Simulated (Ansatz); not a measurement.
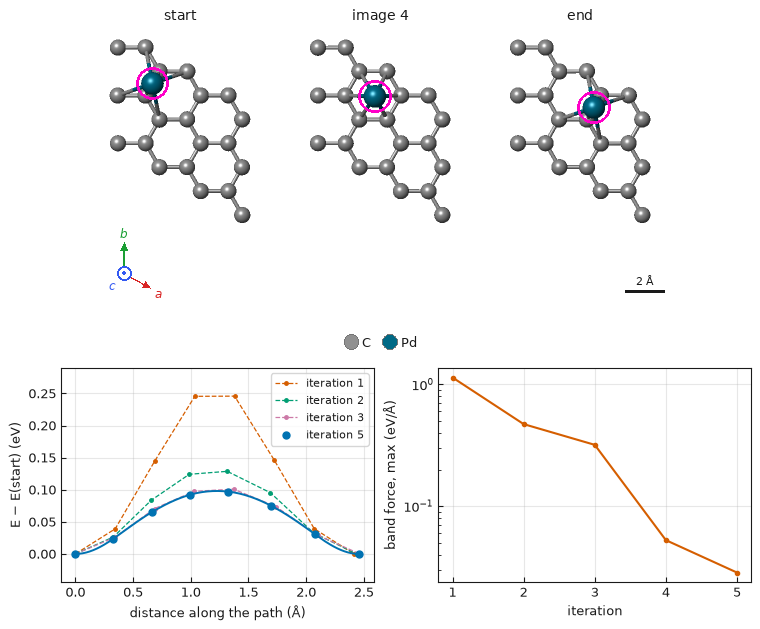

A search for the minimum-energy path of Pd on graphene monolayer (19 atoms in the cell) by the nudged elastic band. Images are numbered from 0 (start) to 7 (end). The plot follows the band through its iterations. Style: ball-and-stick. Shown: the simulation cell, with the vacuum cut short (origin moved), along the c axis. The moving atom is ringed, with any periodic copies. Bonds to atoms that aren't drawn are left out.

Theory: Ansatz 0.2.0, DFT LDA, scalar-relativistic, plane waves, PAW.

Input file:
```yaml
crystal:
  lattice:
    - [7.398, 0.0, 0.0]
    - [-3.699, 6.406856, 0.0]
    - [0.0, 0.0, 11.0]
  atoms:
    - { symbol: C, position: [-0.00751061, 6.272e-05, 0.08862369] }
    - { symbol: C, position: [0.21509137, 0.11167782, 0.08912069] }
    - { symbol: C, position: [-0.00997772, 0.33179025, 0.09133596] }
    - { symbol: C, position: [0.21399068, 0.44306694, 0.09770074] }
    - { symbol: C, position: [-0.00809705, 0.66659348, 0.08720743] }
    - { symbol: C, position: [0.2141437, 0.78002663, 0.091337] }
    - { symbol: C, position: [0.32572763, 0.00012957, 0.08911514] }
    - { symbol: C, position: [0.54833421, 0.11175033, 0.08861581] }
    - { symbol: C, position: [0.32668378, 0.33179434, 0.09133452] }
    - { symbol: C, position: [0.54891746, 0.44522255, 0.0872267] }
    - { symbol: C, position: [0.32684165, 0.66876225, 0.09769776] }
    - { symbol: C, position: [0.55079616, 0.78002326, 0.09134369] }
    - { symbol: C, position: [0.65931405, 0.00013154, 0.08911615] }
    - { symbol: C, position: [0.88149636, 0.11168013, 0.08912292] }
    - { symbol: C, position: [0.65904683, 0.33317658, 0.0867045] }
    - { symbol: C, position: [0.88120786, 0.44521514, 0.08721199] }
    - { symbol: C, position: [0.65959939, 0.66659135, 0.0872259] }
    - { symbol: C, position: [0.88177419, 0.778633, 0.0867094] }
    - { symbol: Pd, position: [0.27025106, 0.55589102, 0.2759774] }
basis:
  ecutwfc: 420.0
kpoints:
  mp_grid: { grid: [2, 2, 1] }
hamiltonian:
  xc: lda
scf:
  occupations: { method: fermi_dirac, width: 0.05 }
  lower_state_search: "off"
neb:
  images: 6
  f_tol: 0.05
  max_iterations: 27
  order_check: false
  climbing: immediate
  final_atoms:
    - { symbol: C, position: [-0.00735262, 0.00013154, 0.08911615] }
    - { symbol: C, position: [0.21482969, 0.11168013, 0.08912292] }
    - { symbol: C, position: [-0.00761984, 0.33317658, 0.0867045] }
    - { symbol: C, position: [0.21454119, 0.44521514, 0.08721199] }
    - { symbol: C, position: [-0.00706728, 0.66659135, 0.0872259] }
    - { symbol: C, position: [0.21510752, 0.778633, 0.0867094] }
    - { symbol: C, position: [0.32582272, 6.272e-05, 0.08862369] }
    - { symbol: C, position: [0.5484247, 0.11167782, 0.08912069] }
    - { symbol: C, position: [0.32335561, 0.33179025, 0.09133596] }
    - { symbol: C, position: [0.54732401, 0.44306694, 0.09770074] }
    - { symbol: C, position: [0.32523628, 0.66659348, 0.08720743] }
    - { symbol: C, position: [0.54747703, 0.78002663, 0.091337] }
    - { symbol: C, position: [0.65906096, 0.00012957, 0.08911514] }
    - { symbol: C, position: [0.88166754, 0.11175033, 0.08861581] }
    - { symbol: C, position: [0.66001711, 0.33179434, 0.09133452] }
    - { symbol: C, position: [0.88225079, 0.44522255, 0.0872267] }
    - { symbol: C, position: [0.66017498, 0.66876225, 0.09769776] }
    - { symbol: C, position: [0.88412949, 0.78002326, 0.09134369] }
    - { symbol: Pd, position: [0.60358439, 0.55589102, 0.2759774] }
```

Command:
```bash
ansatz run input.yaml --threads 1 --pin off --max-ram 3072MiB --backend cpu --events-out ev --progress --plain --runs-dir out
```

Question: How did the profile develop, and is the result final?

Answer: The run is converged, with reservations. The band converged in 5 iterations. The largest component of the band force went from 1.1 to 0.028 eV/Å. The climbing image converged on the top of the path. Its curvatures weren't checked. The first iteration put the highest image at 0.246 eV. The barrier is about 0.097 eV in both directions, with image 4 at the top; the ends have the same energy.

Limits of the set-up: the periodic images lie only 7.4 Å apart, so the values are limited by the cell's size.

The run took 3.3 min on 1 thread of Arm Neoverse V2, on a shared host, peak memory 0.91 GiB.
